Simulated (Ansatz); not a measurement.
## Electronic structure of C2Ge (charge +1, doublet) in real space

Input file:

```
crystal:
  periodic: [false, false, false]
  atoms:
    - {symbol: Ge, position_ang: [-1.144129, -1.182765, 0.113559]}
    - {symbol: C, position_ang: [0.140114, 0.152776, -0.014419]}
    - {symbol: C, position_ang: [1.004015, 1.029989, -0.099140]}
basis:
  gaussian: {orbitals: def2-TZVP, initial_orbitals: start.molden}
total_charge: 1
magnetization: {spin_polarized: true, initial_magnetization: 1}
hamiltonian: {xc: pbe0, dispersion: d4}
output: {forces: true, orbitals: {seedname: orbitals}}
```

Launched as:

```sh
ansatz run in.yaml --threads 4 --pin off --events-out ev --progress --plain --max-ram 3916MiB
```

Geometry: r2SCAN-D4/def2-TZVP; ⟨S²⟩ = 0.82, above the pure value of 0.75; not at a stationary point (largest force 0.6 eV/Å).

Level of theory: UKS PBE0-D4/def2-TZVP (Ansatz 0.2.0).

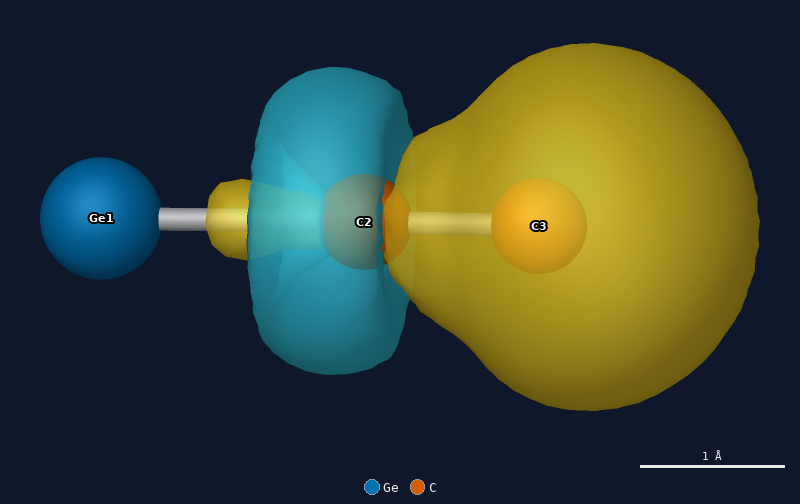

Figure 1. Isosurfaces of the spin density (α minus β) at +0.02 (yellow) and −0.02 e/Å³ (cyan), seen from one side.

Question: Where is the unpaired spin?

Answer: The unpaired spin (1 electron) lies mostly on C3 (about 1.1), in electrons by Hirshfeld's partition, with opposite, polarisation-induced spin on Ge1 and C2.

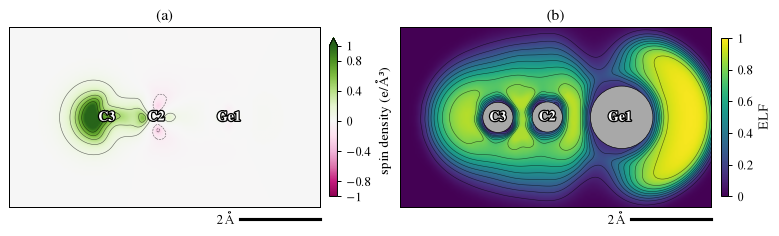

Figure 2. (a) spin density; (b) electron localisation function on a plane that holds the molecular axis. Grey discs cover the atomic cores in the ELF map.

Question: Describe what can be read from this map.

Answer: The plane passes through Ge and C nuclei. C–C (1.23 Å): the ELF peaks at about 0.85 between the atoms (a multiple bond). C–Ge (1.86 Å): the ELF peaks at about 0.90 in the valence shell of C, 0.6 Å from its nucleus, and is about 0.55 at the midpoint. The ELF also peaks beside C3, away from the bonds: non-bonding electrons, paired or unpaired.

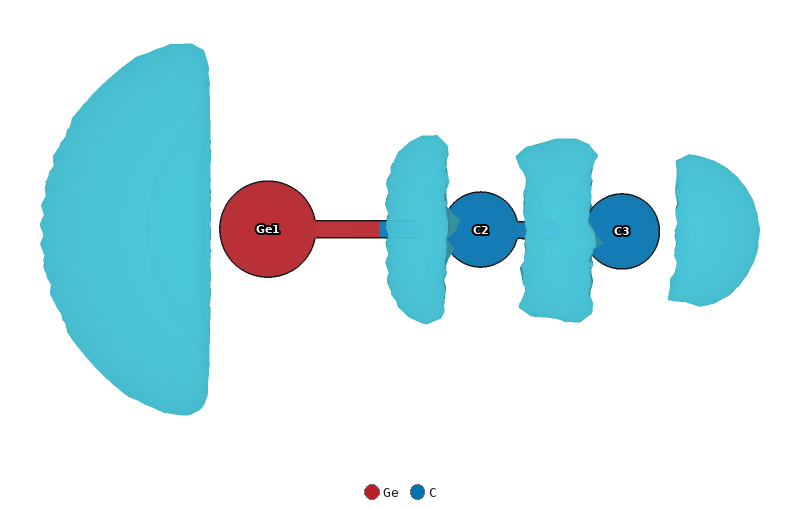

Figure 3. Isosurface of the electron localisation function at 0.8 (cyan), seen from one side. Only the valence region is drawn (cores and ρ < 0.01 e/Å³ removed).

Question: Describe the localisation domains.

Answer: The ELF exceeds this value in one region between bonded C–C atoms (shared pairs), one lobe of the valence shell of C pointing towards Ge (polar bonds), one lobe on C, pointing away from the bonds (non-bonding electrons) and one lobe on Ge, pointing away from the bonds (non-bonding electrons).
